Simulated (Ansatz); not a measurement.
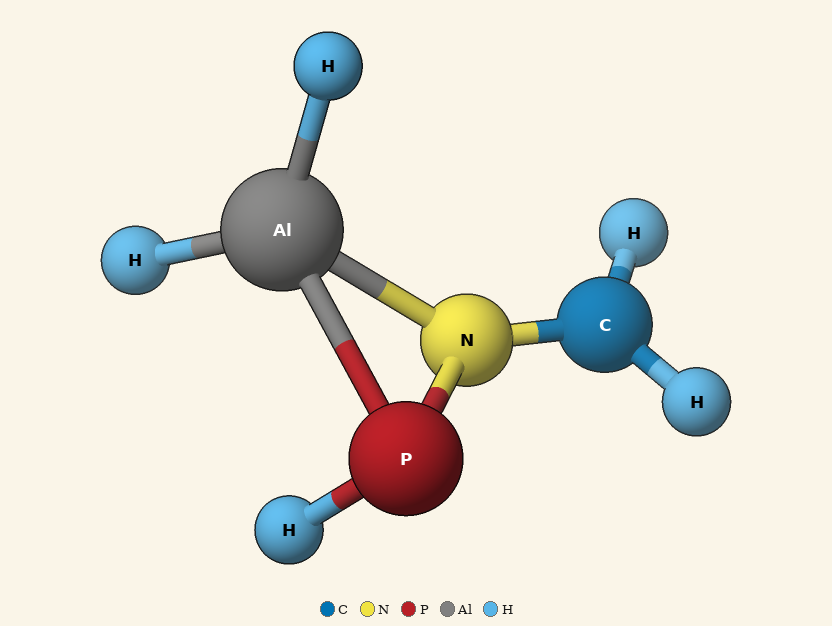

Rendered structure (ball-and-stick style).

The computed structure is the end point of a PBE0-D4/def2-TZVP optimisation.

> Which formula does it have?

CH5AlNP, 9 atoms: 1 carbon, 5 hydrogen, 1 aluminium, 1 nitrogen and 1 phosphorus.

> What is the point group of this geometry?

C1.

The parts below concern this one geometry. Atoms keep their numbers from picture to picture.

### Shape

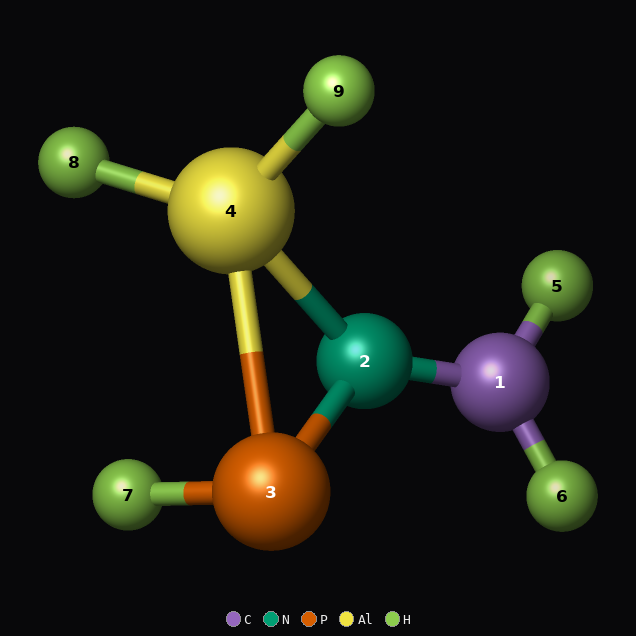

The atoms are numbered.

List the bonds and their lengths.

```json
{"bond": "C1–N2", "length (Å)": "1.264"}
{"bond": "C1–H5", "length (Å)": "1.090"}
{"bond": "C1–H6", "length (Å)": "1.092"}
{"bond": "N2–P3", "length (Å)": "1.799"}
{"bond": "N2–Al4", "length (Å)": "1.944"}
{"bond": "P3–Al4", "length (Å)": "2.394"}
{"bond": "P3–H7", "length (Å)": "1.426"}
{"bond": "Al4–H8", "length (Å)": "1.583"}
{"bond": "Al4–H9", "length (Å)": "1.585"}
```

### Dipole moment

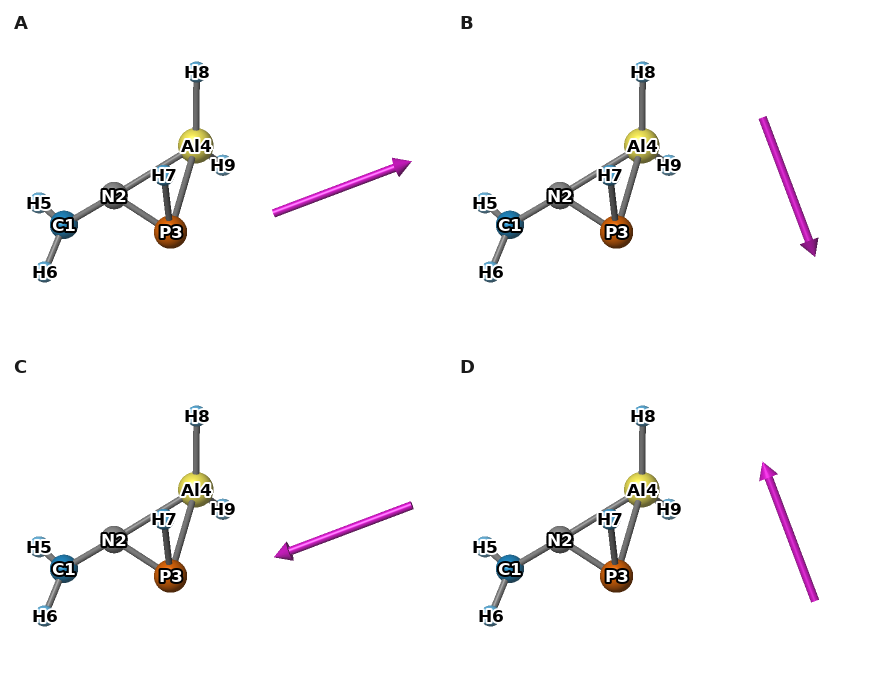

The same molecule four times, each with an arrow. Properties computed with RKS PBE-D4/def2-TZVPP (Ansatz 0.2.0).

> Which arrow points along the dipole moment, from the negative to the positive end?

C. The dipole moment is 2.59 D; it points from the side of H8 to the side of H6 (the outermost atoms at the two ends).

### Vibrations

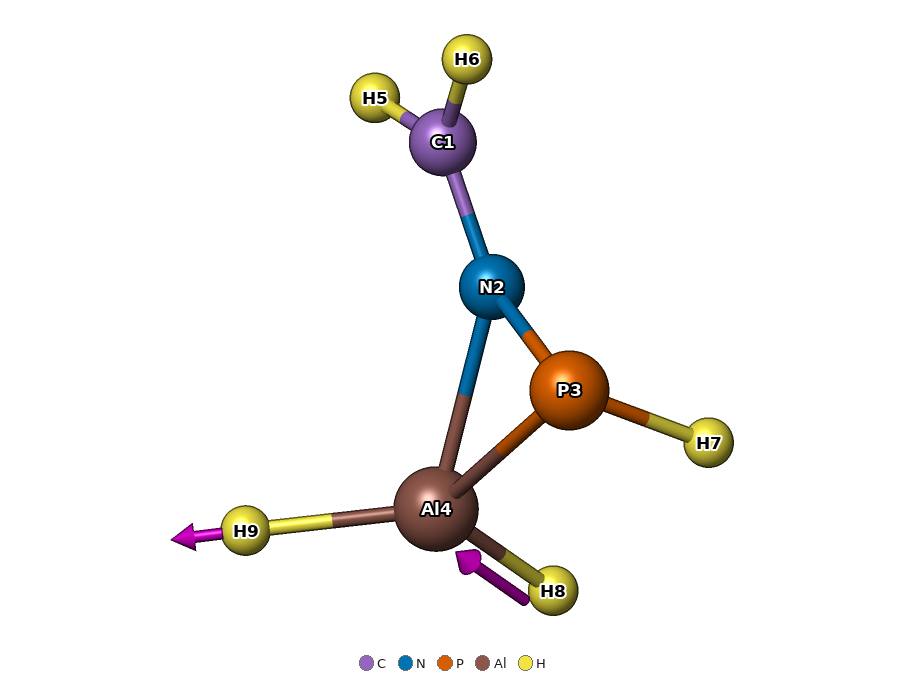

The arrows show one normal mode. Harmonic vibrations computed with RKS PBE0-D4/def2-TZVP (Ansatz 0.2.0) at a stationary point of the same level.

> Describe the motion.

Mostly out-of-phase stretching of 2 Al–H bonds.

> Estimate its harmonic wavenumber.

1931 cm⁻¹; it is mode 18 of 21 counted from the lowest.

### Thermal motion

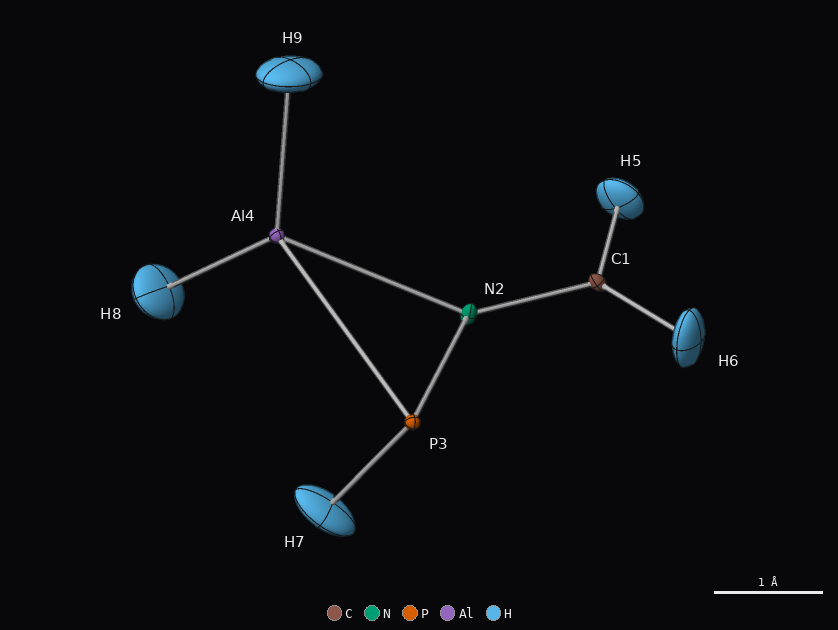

Displacement ellipsoids at the 50 % level, from the internal vibrations of the free molecule (harmonic, no overall translation or rotation; no half-axis is drawn under 0.075 Å). Vibrations computed with RKS PBE0-D4/def2-TZVP (Ansatz 0.2.0). Temperature: 200 K.

> Which atom has the largest mean-square displacement?

H9, with U_eq = 0.0302 Å².

> Does H7 move more along its bond or across it?

Across it: the root-mean-square amplitude is 0.083 Å along the bond and up to 0.220 Å across, since bending and torsion are softer than stretching.

Give the displacement parameters, one line for each set of equivalent atoms.

| atom | U_eq (Å²) | rms amplitudes (Å) |
| --- | --- | --- |
| C1 | 0.0025 | 0.033, 0.045, 0.065 |
| N2 | 0.0030 | 0.038, 0.043, 0.076 |
| P3 | 0.00066 | 0.009, 0.027, 0.034 |
| Al4 | 0.00088 | 0.015, 0.032, 0.037 |
| H5 | 0.0178 | 0.082, 0.144, 0.162 |
| H6 | 0.0230 | 0.084, 0.141, 0.205 |
| H7 | 0.0260 | 0.083, 0.150, 0.220 |
| H8 | 0.0290 | 0.094, 0.176, 0.217 |
| H9 | 0.0302 | 0.094, 0.179, 0.223 |

### Charges

The questions are on Mulliken charges. Properties computed with RKS ωB97M-V/def2-TZVPP (Ansatz 0.2.0).

Give the Mulliken charges atom by atom.

```tsv
atom	value (e)
C1	−0.03
N2	−0.15
P3	−0.15
Al4	0.28
H5	0.12
H6	0.12
H7	0.07
H8	−0.13
H9	−0.13
```

Mulliken values depend strongly on the basis set and can even reverse the polarity of a bond.
